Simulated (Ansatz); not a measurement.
# CH2BrFOSi: one species, many methods, part 2 of 2

Ansatz 0.2.0, Gaussian basis; functionals in def2-TZVPP, the program's frozen cores in correlated methods.

## Step 15: LC-ωPBE (range-separated)

Input file in.yaml:

```yaml
crystal:
  periodic: [false, false, false]
  atoms:
    - {symbol: F, position_ang: [-0.738406, -1.278664, 1.321256]}
    - {symbol: C, position_ang: [0.078120, -0.729801, 0.408619]}
    - {symbol: Br, position_ang: [1.772728, -1.661409, 0.455971]}
    - {symbol: O, position_ang: [-0.498140, -0.662165, -0.855562]}
    - {symbol: Si, position_ang: [-0.156474, 0.912192, -0.331752]}
    - {symbol: H, position_ang: [-1.335061, 1.740933, -0.013994]}
    - {symbol: H, position_ang: [0.938433, 1.610913, -1.030338]}
basis:
  gaussian: {orbitals: def2-TZVPP}
hamiltonian: {xc: {name: LC-wPBE}}
output: {orbitals: {seedname: orbitals}}
```

Command:

```bash
> ansatz run in.yaml --threads 4 --pin off --events-out ev --progress --plain --max-ram 10444MiB
```

What it wrote, cut to the lines that bear on the results:

```text
Functional definition: LC-wPBE
  name "LC-wPBE"
  cite "Vydrov & Scuseria, J. Chem. Phys. 125, 234109 (2006) doi:10.1063/1.2409292"
  cite "Heyd & Scuseria, J. Chem. Phys. 120, 7274 (2004) doi:10.1063/1.1668634"
  cite "Ernzerhof & Perdew, J. Chem. Phys. 109, 3313 (1998) doi:10.1063/1.476928"
  cite "Perdew, Burke & Ernzerhof, Phys. Rev. Lett. 77, 3865 (1996) doi:10.1103/PhysRevLett.77.3865"
  parent pbe
[...]
1269 factors; their error is unknown
353 factors; integrals over basis functions are off by at most 6.2e-5 eV
[...]
mean field -83743.72115039 eV, -3077.5249887438 hartree, gradient 3.1e-5 eV, S^2 0.000000; 0 other end points of the search recorded, 0 dependent functions left out
reference -83743.72115039 eV, -3077.5249887440 hartree; 37, 37 occupied and 174, 174 virtual orbitals, 1269 factors
Total energy: -83743.72115039 eV, -3077.5249887440 hartree
```

Wall time 1.4 s (4 threads of Intel Xeon 6975P-C, shared host).

With the free atoms at this level, -83719.261 eV in sum, the atomisation energy is 2360.1 kJ/mol. HOMO -10.38 eV, LUMO 0.66 eV.

## Step 16: ωB97X-V (range-separated)

in.yaml: that of step 15 with these lines changed.

```diff
@@ -12,3 +12,3 @@
   gaussian: {orbitals: def2-TZVPP}
-hamiltonian: {xc: {name: LC-wPBE}}
+hamiltonian: {xc: {name: wB97X-V}}
 output: {orbitals: {seedname: orbitals}}
```

Same command.

What it wrote, cut to the lines that bear on the results:

```text
Functional definition: wB97X-V
  name "wB97X-V"
  cite "Mardirossian & Head-Gordon, Phys. Chem. Chem. Phys. 16, 9904 (2014) doi:10.1039/C3CP54374A"
  cite "Becke, J. Chem. Phys. 107, 8554 (1997) doi:10.1063/1.475007"
  cite "Vydrov & Van Voorhis, J. Chem. Phys. 133, 244103 (2010) doi:10.1063/1.3521275"
[...]
      + integral(e_c_pw_opposite_spin*poly(b97_u_opposite, cos0, cos1)) + vv10(b, c)
1309 factors; their error is unknown
238 factors; integrals over basis functions are off by at most 3.4e-5 eV
[...]
mean field -83749.80242595 eV, -3077.7484714987 hartree, gradient 3.9e-5 eV, S^2 0.000000; 0 other end points of the search recorded, 0 dependent functions left out
reference -83749.80242413 eV, -3077.7484714319 hartree; 37, 37 occupied and 174, 174 virtual orbitals, 1309 factors
Total energy: -83749.80242413 eV, -3077.7484714319 hartree
```

Wall time 3.4 s (4 threads of Intel Xeon 6975P-C, shared host); peak memory 0.75 GiB.

Atomisation energy: 2381.6 kJ/mol (free atoms -83725.118 eV, run apart). HOMO -10.03 eV, LUMO 0.53 eV.

## Step 17: ωB97M-V (range-separated)

in.yaml: that of step 16 with these lines changed.

```diff
@@ -12,3 +12,3 @@
   gaussian: {orbitals: def2-TZVPP}
-hamiltonian: {xc: {name: wB97X-V}}
-output: {orbitals: {seedname: orbitals}}
+hamiltonian: {xc: {name: wB97M-V}}
+output: {forces: true, orbitals: {seedname: orbitals}}
```

Launched as before.

What it wrote, cut to the lines that bear on the results:

```text
Functional definition: wB97M-V
  name "wB97M-V"
  cite "Mardirossian & Head-Gordon, J. Chem. Phys. 144, 214110 (2016) doi:10.1063/1.4952647"
  cite "Becke, J. Chem. Phys. 107, 8554 (1997) doi:10.1063/1.475007"
  cite "Vydrov & Van Voorhis, J. Chem. Phys. 133, 244103 (2010) doi:10.1063/1.3521275"
  # Of w^i u^j: cxij and so on, Table III.
[...]
  gx(w, u) = 1 - cx + cx01*u + cx10*w
  gss(w, u) = css00 + css04*u^4 + css10*w + css20*w^2 + css43*w^4*u^3
  gos(w, u) = cos00 + cos10*w + (cos20 + cos21*u)*w^2 + (cos60 + cos61*u)*w^6
[...]
      + integral(e_c_pw_mod_opposite_spin*gos(b97_w_opposite, b97_u_opposite)) + vv10(b, c)
1304 factors; their error is unknown
238 factors; integrals over basis functions are off by at most 3.4e-5 eV
[...]
mean field -83753.41139715 eV, -3077.8810987440 hartree, gradient 6.0e-5 eV, S^2 0.000000; 0 other end points of the search recorded, 0 dependent functions left out
[...]
reference -83753.41144142 eV, -3077.8811003710 hartree; 37, 37 occupied and 174, 174 virtual orbitals, 1304 factors
Total energy: -83753.41144142 eV, -3077.8811003710 hartree
Atom 0 at    -0.738406    -1.278664     1.321256 Å, force    -0.186072    -0.134333     0.188253 eV/Å
Atom 1 at     0.078120    -0.729801     0.408619 Å, force     0.304713     0.206661     0.031393 eV/Å
Atom 2 at     1.772728    -1.661409     0.455971 Å, force    -0.031494    -0.006269    -0.018068 eV/Å
Atom 3 at    -0.498140    -0.662165    -0.855562 Å, force    -0.073020    -0.011904    -0.206690 eV/Å
Atom 4 at    -0.156474     0.912192    -0.331752 Å, force    -0.043922     0.131251    -0.072797 eV/Å
Atom 5 at    -1.335061     1.740933    -0.013994 Å, force     0.168317    -0.101350    -0.027638 eV/Å
Atom 6 at     0.938433     1.610913    -1.030338 Å, force    -0.138522    -0.084056     0.105547 eV/Å
Dipole moment:    -0.017966     0.707725    -0.099872 e Å
```

It took 5.5 s on 4 threads of Intel Xeon 6975P-C, shared host; peak memory 0.8 GiB.

Atomisation energy: 2372.7 kJ/mol (free atoms -83728.820 eV, run apart). HOMO -9.91 eV, LUMO 0.28 eV.

## Step 18: B2PLYP (double hybrid)

in.yaml: that of step 17 with these lines changed.

```diff
@@ -12,3 +12,2 @@
   gaussian: {orbitals: def2-TZVPP}
-hamiltonian: {xc: {name: wB97M-V}}
-output: {forces: true, orbitals: {seedname: orbitals}}
+hamiltonian: {xc: {name: B2PLYP}}
```

The command is unchanged.

What it wrote, cut to the lines that bear on the results:

```text
Functional definition: B2PLYP
  name "B2PLYP"
  cite "Grimme, J. Chem. Phys. 124, 034108 (2006) doi:10.1063/1.2148954"
  cite "Becke, Phys. Rev. A 38, 3098 (1988) doi:10.1103/PhysRevA.38.3098"
  cite "Lee, Yang & Parr, Phys. Rev. B 37, 785 (1988) doi:10.1103/PhysRevB.37.785"
[...]
1343 factors; integrals over basis functions are off by at most 9.6e-4 eV
[...]
mean field -83732.86591513 eV, -3077.1260662060 hartree, gradient 9.6e-7 eV, S^2 0.000000; 0 other end points of the search recorded, 0 dependent functions left out
17 core orbitals not correlated: weight in the atoms' cores, before any rotation towards them, 1.000 or more for the frozen orbitals, at most 0.000 for the correlated occupied ones
reference -83732.86607490 eV, -3077.1260720776 hartree; 20, 20 occupied and 174, 174 virtual orbitals, 1343 factors
second order -33.98373933 eV of doubles, -0.00000000 eV of singles
Total energy: -83742.04168452 eV, -3077.4632695117 hartree
```

Run time: 2.9 s. Hardware: 4 threads of Intel Xeon 6975P-C, shared host; peak memory 0.56 GiB.

Atomisation energy: 2327.2 kJ/mol (free atoms -83717.922 eV, run apart).

## Step 19: PBE-QIDH (double hybrid)

in.yaml: that of step 18 with these lines changed.

```diff
@@ -12,2 +12,2 @@
   gaussian: {orbitals: def2-TZVPP}
-hamiltonian: {xc: {name: B2PLYP}}
+hamiltonian: {xc: {name: PBE-QIDH}}
```

Launched as before.

What it wrote, cut to the lines that bear on the results:

```text
Functional definition: PBE-QIDH
  name "PBE-QIDH"
  cite "Brémond, Sancho-García, Pérez-Jiménez & Adamo, J. Chem. Phys. 141, 031101 (2014) doi:10.1063/1.4890314"
  cite "Perdew, Burke & Ernzerhof, Phys. Rev. Lett. 77, 3865 (1996) doi:10.1103/PhysRevLett.77.3865"
[...]
1343 factors; integrals over basis functions are off by at most 9.6e-4 eV
[...]
mean field -83719.85458304 eV, -3076.6479085710 hartree, gradient 9.0e-6 eV, S^2 0.000000; 0 other end points of the search recorded, 0 dependent functions left out
17 core orbitals not correlated: weight in the atoms' cores, before any rotation towards them, 1.000 or more for the frozen orbitals, at most 0.000 for the correlated occupied ones
reference -83719.85459483 eV, -3076.6479090045 hartree; 20, 20 occupied and 174, 174 virtual orbitals, 1343 factors
second order -31.60634756 eV of doubles, -0.00000000 eV of singles
Total energy: -83730.39004402 eV, -3077.0350796209 hartree
```

It took 3.4 s on 4 threads of Intel Xeon 6975P-C, shared host; peak memory 0.57 GiB.

With the free atoms at this level, -83706.110 eV in sum, the atomisation energy is 2342.6 kJ/mol.

## Step 20: Orbital energies across the functionals

Dipoles come from the runs that computed forces. Levels are read from the orbital files that the runs wrote:

| functional | HOMO (eV) | LUMO (eV) | gap (eV) | dipole (D) |
| --- | --- | --- | --- | --- |
| LDA (SPW92) | -6.69 | -2.57 | 4.12 |  |
| PBE-D4 | -6.51 | -2.36 | 4.15 | 3.02 |
| revPBE-D4 | -6.44 | -2.27 | 4.17 |  |
| BLYP-D4 | -6.37 | -2.25 | 4.12 |  |
| r2SCAN-D4 | -6.76 | -2.15 | 4.61 | 3.22 |
| B97M-V | -6.83 | -2.22 | 4.61 |  |
| PBE0-D4 | -7.74 | -1.53 | 6.21 |  |
| B3LYP-D4 | -7.53 | -1.76 | 5.76 | 3.36 |
| r2SCANh-D4 | -7.22 | -1.85 | 5.37 |  |
| r2SCAN0-D4 | -7.91 | -1.40 | 6.51 |  |
| HSE06-D4 | -7.34 | -1.91 | 5.43 |  |
| BHLYP-D4 | -8.88 | -0.68 | 8.19 |  |
| CAM-B3LYP-D4 | -9.07 | -0.53 | 8.55 |  |
| LC-ωPBE | -10.38 | 0.66 | 11.04 |  |
| ωB97X-V | -10.03 | 0.53 | 10.56 |  |
| ωB97M-V | -9.91 | 0.28 | 10.19 | 3.43 |

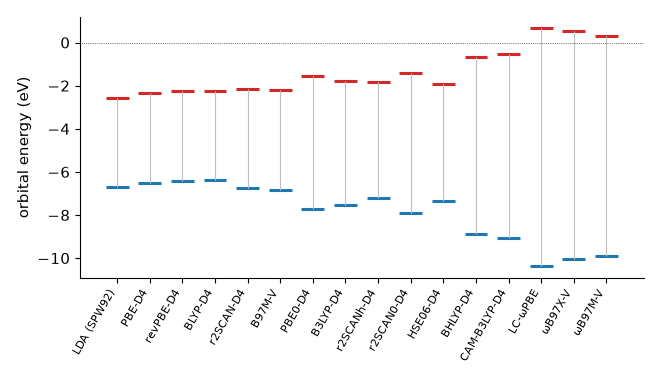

Highest occupied (blue) and lowest empty (red) level by functional.

## Step 21: CCSD(T) in def2-SVP

in.yaml: that of step 19 with these lines changed.

```diff
@@ -11,3 +11,3 @@
 basis:
-  gaussian: {orbitals: def2-TZVPP}
-hamiltonian: {xc: {name: PBE-QIDH}}
+  gaussian: {orbitals: def2-SVP}
+correlation: {method: ccsd_t}
```

Launched as before.

What it wrote, cut to the lines that bear on the results:

```text
Functional definition: HF
  name "HF"
  cite "Fock, Z. Phys. 61, 126 (1930) doi:10.1007/BF01340294"
  parent pbe
[...]
977 factors; integrals over basis functions are off by at most 1.1e-3 eV
[...]
mean field -83649.29409803 eV, -3074.0548585746 hartree, gradient 7.1e-6 eV, S^2 0.000000; 0 other end points of the search recorded, 0 dependent functions left out
17 core orbitals not correlated: weight in the atoms' cores, before any rotation towards them, 1.000 or more for the frozen orbitals, at most 0.000 for the correlated occupied ones
reference -83649.29409803 eV, -3074.0548585746 hartree; 20, 20 occupied and 65, 65 virtual orbitals, 977 factors
second order -22.44454170 eV of doubles, -0.00000000 eV of singles
cycle   1  -22.32781518 eV  change    1.2e-1 eV  update   1.2e-1
[...]
cycle  10  -23.03655320 eV  change   -2.0e-5 eV  update   1.9e-5
perturbative correction -0.63880769 eV, -0.0234757496 hartree
Total energy: -83672.96945892 eV, -3074.9249120396 hartree
```

It took 3.4 s on 4 threads of Intel Xeon 6975P-C, shared host.

## Step 22: CCSD(T) in def2-TZVPP

in.yaml: that of step 21 with these lines changed.

```diff
@@ -11,3 +11,4 @@
 basis:
-  gaussian: {orbitals: def2-SVP}
+  gaussian: {orbitals: def2-TZVPP}
 correlation: {method: ccsd_t}
+output: {orbitals: {seedname: orbitals}}
```

Same command.

What it wrote, cut to the lines that bear on the results:

```text
Functional definition: HF
  name "HF"
  cite "Fock, Z. Phys. 61, 126 (1930) doi:10.1007/BF01340294"
  parent pbe
[...]
1343 factors; integrals over basis functions are off by at most 9.6e-4 eV
[...]
mean field -83668.14888018 eV, -3074.7477590384 hartree, gradient 1.5e-6 eV, S^2 0.000000; 0 other end points of the search recorded, 0 dependent functions left out
17 core orbitals not correlated: weight in the atoms' cores, before any rotation towards them, 1.000 or more for the frozen orbitals, at most 0.000 for the correlated occupied ones
reference -83668.14888018 eV, -3074.7477590384 hartree; 20, 20 occupied and 174, 174 virtual orbitals, 1343 factors
second order -28.17447705 eV of doubles, -0.00000000 eV of singles
cycle   1  -27.77430558 eV  change    4.0e-1 eV  update   1.2e-1
[...]
cycle  10  -28.62816524 eV  change   -3.4e-5 eV  update   2.5e-5
perturbative correction -1.13197480 eV, -0.0415993065 hartree
Total energy: -83697.90902021 eV, -3075.8414240125 hartree
```

It took 35 s on 4 threads of Intel Xeon 6975P-C, shared host; peak memory 3.4 GiB.

## Step 23: MP2 in def2-QZVPP

in.yaml: that of step 22 with these lines changed.

```diff
@@ -11,4 +11,3 @@
 basis:
-  gaussian: {orbitals: def2-TZVPP}
-correlation: {method: ccsd_t}
-output: {orbitals: {seedname: orbitals}}
+  gaussian: {orbitals: "def2-QZVPP.json"}
+correlation: {method: mp2}
```

Same command.

What it wrote:

```text
Functional definition: HF
  name "HF"
  cite "Fock, Z. Phys. 61, 126 (1930) doi:10.1007/BF01340294"
  parent pbe
  exchange = exact_x
  correlation = 0
2440 factors; integrals over basis functions are off by at most 6.4e-4 eV
mean field evaluation 1: about -83666.1297 eV, gradient 4.2e1 eV
mean field evaluation 2: about -83666.2877 eV, gradient 4.2e1 eV
mean field evaluation 4: about -83669.9247 eV, gradient 4.0e0 eV
mean field evaluation 8: about -83670.0040 eV, gradient 4.9e-1 eV
mean field evaluation 16: about -83670.0053 eV, gradient 1.5e-6 eV
mean field -83670.00526763 eV, -3074.8159800189 hartree, gradient 1.5e-6 eV, S^2 0.000000; 0 other end points of the search recorded, 0 dependent functions left out
17 core orbitals not correlated: weight in the atoms' cores, before any rotation towards them, 1.000 or more for the frozen orbitals, at most 0.000 for the correlated occupied ones
reference -83670.00526763 eV, -3074.8159800189 hartree; 20, 20 occupied and 353, 353 virtual orbitals, 2440 factors
second order -38.52797621 eV of doubles, -0.00000000 eV of singles
Total energy: -83708.53324384 eV, -3076.2318570295 hartree
```

It took 12 s on 4 threads of Intel Xeon 6975P-C, shared host; peak memory 1.9 GiB.

The pieces so far (eV):

| basis | HF | MP2 correlation | CCSD correlation | (T) | total |
| --- | --- | --- | --- | --- | --- |
| def2-SVP | -83649.2941 | -22.4445 | -23.0366 | -0.6388 | -83672.9695 |
| def2-TZVPP | -83668.1489 | -28.1745 | -28.6282 | -1.1320 | -83697.9090 |
| def2-QZVPP | -83670.0053 | -38.5280 |  |  | -83708.5332 (MP2) |

The report of the def2-TZVPP run gives T1 = 0.0128.

## Step 24: From triple and quadruple zeta to the limit

This step is arithmetic on the last runs, with X = 3 and 4: exp(−7.88√X) for Hartree-Fock, X^−2.97 for correlation; only MP2 was run in the larger set, so CCSD(T) minus MP2 is added from the smaller one.

| level | energy at the limit (eV) |
| --- | --- |
| HF | -83670.2610 |
| MP2 | -83716.4582 |
| CCSD | -83716.9119 |
| CCSD(T) | -83718.0439 |

This is no true limit for total energies: MP2 correlation changes by a factor of 1.37 from triple to quadruple zeta (about 1.07 in light molecules), because outer-core shells are correlated in sets not made for them. Much of that cancels between molecule and atoms or ions.

## Step 25: RPA on PBE orbitals

in.yaml: that of step 23 with these lines changed.

```diff
@@ -11,3 +11,4 @@
 basis:
-  gaussian: {orbitals: "def2-QZVPP.json"}
-correlation: {method: mp2}
+  gaussian: {orbitals: def2-TZVPP}
+hamiltonian: {xc: pbe}
+correlation: {method: rpa}
```

The command is unchanged.

What it wrote, cut to the lines that bear on the results:

```text
Functional definition: PBE
  name "PBE"
  cite "Perdew, Burke & Ernzerhof, Phys. Rev. Lett. 77, 3865 (1996) doi:10.1103/PhysRevLett.77.3865"
  parent pbe
[...]
1343 factors; integrals over basis functions are off by at most 9.6e-4 eV
[...]
mean field -83738.98478763 eV, -3077.3509306230 hartree, gradient 2.2e-6 eV, S^2 0.000000; 0 other end points of the search recorded, 0 dependent functions left out
17 core orbitals not correlated: weight in the atoms' cores, before any rotation towards them, 1.000 or more for the frozen orbitals, at most 0.000 for the correlated occupied ones
reference -83666.10464302 eV, -3074.6726347083 hartree; 20, 20 occupied and 174, 174 virtual orbitals, 1343 factors
Total energy: -83709.47370536 eV, -3076.2664183528 hartree
```

Run time: 2.5 s. Hardware: 4 threads of Intel Xeon 6975P-C, shared host; peak memory 0.47 GiB.

RPA correlation: -43.369 eV. No RPA run of the hydrogen atom was made, so RPA has no atomisation energy below.

## Step 26: Atomisation energies

Free atoms (1 F, 1 C, 1 Br, 1 O, 1 Si, 2 H) were run apart at each level; the atomisation energy is their sum less the molecule, without zero-point or spin-orbit terms.

Differences are taken before rounding.

| method | rung | atomisation energy (kJ/mol) | from CCSD(T)/CBS (kJ/mol) | time |
| --- | --- | --- | --- | --- |
| LDA (SPW92) | LDA | 2862.4 | +490.2 | 0.65 s |
| PBE-D4 | GGA | 2467.9 | +95.8 | 1.1 s |
| revPBE-D4 | GGA | 2380.2 | +8.1 | 0.95 s |
| BLYP-D4 | GGA | 2377.4 | +5.2 | 0.95 s |
| r2SCAN-D4 | meta-GGA | 2394.9 | +22.7 | 2 s |
| B97M-V | meta-GGA | 2373.2 | +1.1 | 2.9 s |
| PBE0-D4 | hybrid | 2371.3 | -0.9 | 1.5 s |
| B3LYP-D4 | hybrid | 2346.2 | -25.9 | 2.4 s |
| r2SCANh-D4 | hybrid | 2360.0 | -12.1 | 2.3 s |
| r2SCAN0-D4 | hybrid | 2310.3 | -61.9 | 2.3 s |
| HSE06-D4 | hybrid | 2374.4 | +2.3 | 1.9 s |
| BHLYP-D4 | hybrid | 2219.2 | -152.9 | 1.9 s |
| CAM-B3LYP-D4 | range-separated | 2363.2 | -9.0 | 2.1 s |
| LC-ωPBE | range-separated | 2360.1 | -12.1 | 1.4 s |
| ωB97X-V | range-separated | 2381.6 | +9.5 | 3.4 s |
| ωB97M-V | range-separated | 2372.7 | +0.6 | 5.5 s |
| B2PLYP | double hybrid | 2327.2 | -45.0 | 2.9 s |
| PBE-QIDH | double hybrid | 2342.6 | -29.5 | 3.4 s |
| HF/def2-TZVPP | wavefunction | 1520.9 | -851.2 |  |
| MP2/def2-TZVPP | wavefunction | 2383.6 | +11.5 |  |
| CCSD/def2-TZVPP | wavefunction | 2220.2 | -152.0 |  |
| CCSD(T)/def2-SVP | wavefunction | 2165.2 | -207.0 | 3.4 s |
| CCSD(T)/def2-TZVPP | wavefunction | 2283.2 | -88.9 | 35 s |
| MP2/CBS | wavefunction | 2472.6 | +100.4 |  |
| CCSD(T)/CBS | wavefunction | 2372.1 | 0 | 47 s |

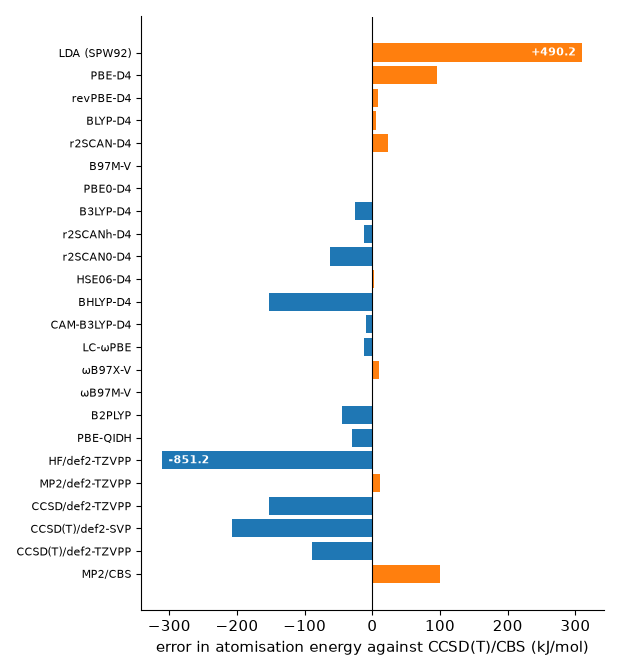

How far each level lands from CCSD(T)/CBS. Bars with a number in them are cut short.

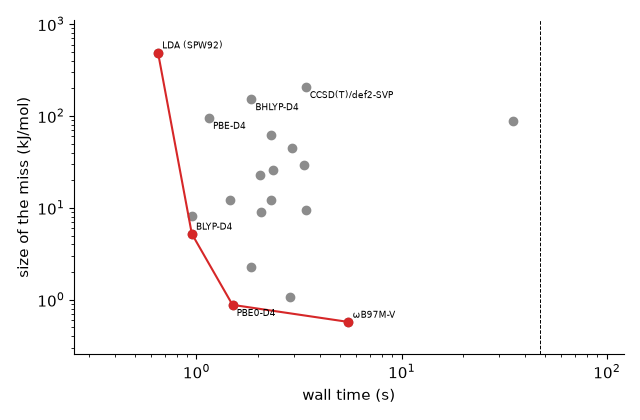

Accuracy for the time spent; red marks the levels that beat every quicker one drawn (of those quicker than the yardstick), and the dashed line is the time of CCSD(T)/CBS. Only those levels and the largest misses are named. Times are from a shared host.

LDA (SPW92), LC-ωPBE, B2PLYP, PBE-QIDH carry no dispersion term (for B3LYP, D4 adds 28.7 kJ/mol).

Times are those of the molecule's run; HF, MP2 and CCSD come out of the CCSD(T) runs, and the limit's time is the sum of the runs that it needs.

## Step 27: Summary of results

What follows sums up all 2 parts.

| quantity | value |
| --- | --- |
| atomisation energy, CCSD(T)/CBS | 2372.1 kJ/mol |
| functionals within 23.7 kJ/mol (1.0 %) | revPBE-D4, BLYP-D4, r2SCAN-D4, B97M-V, PBE0-D4, r2SCANh-D4, HSE06-D4, CAM-B3LYP-D4, LC-ωPBE, ωB97X-V, ωB97M-V |
| farthest beyond LDA | BHLYP-D4 (-152.9 kJ/mol) |
| mean size of error, GGA | 36.4 kJ/mol |
| mean size of error, meta-GGA | 11.9 kJ/mol |
| mean size of error, hybrid | 42.7 kJ/mol |
| mean size of error, range-separated | 7.8 kJ/mol |
| mean size of error, double hybrid | 37.3 kJ/mol |
| gap, smallest and largest | 4.12 eV (LDA (SPW92)), 11.04 eV (LC-ωPBE) |
| T1 diagnostic | 0.0128 |
| triples share of the correlation energy | 3.8 % |

What this shows: The LDA atomisation energy is off by 490.2 kJ/mol (21 %): it overbinds. PBE-D4 is off by +95.8 kJ/mol. Double hybrids carry the basis error of their MP2 part in triple zeta, and no dispersion term here, so their miss is partly the set-up's. The rungs range-separated, meta-GGA miss on average by less than the doubt on the reference (23.7 kJ/mol), so they tie. Misses under about 23.7 kJ/mol are within the doubt on the reference itself, which lacks core-valence correlation, relativity and higher excitations, and its outer-core shells are covered unevenly. All levels share the lack of spin-orbit coupling, which lowers the free heavy atoms and so the true binding. Hartree-Fock recovers 64 % of the binding; the rest is correlation. CCSD(T) in def2-SVP is off by -207.0 kJ/mol, so the small basis spoils what the method gains. Orbital gaps span 4.1 to 11.0 eV; exact exchange widens them. Correlated methods include outer-core shells of Br, which these sets cover unevenly.

For cost: ωB97M-V gets within 0.6 kJ/mol in 5.5 s, where CCSD(T)/CBS took 47 s; the quickest level in the cost chart, LDA (SPW92), takes 0.65 s and misses by 490.2 kJ/mol.
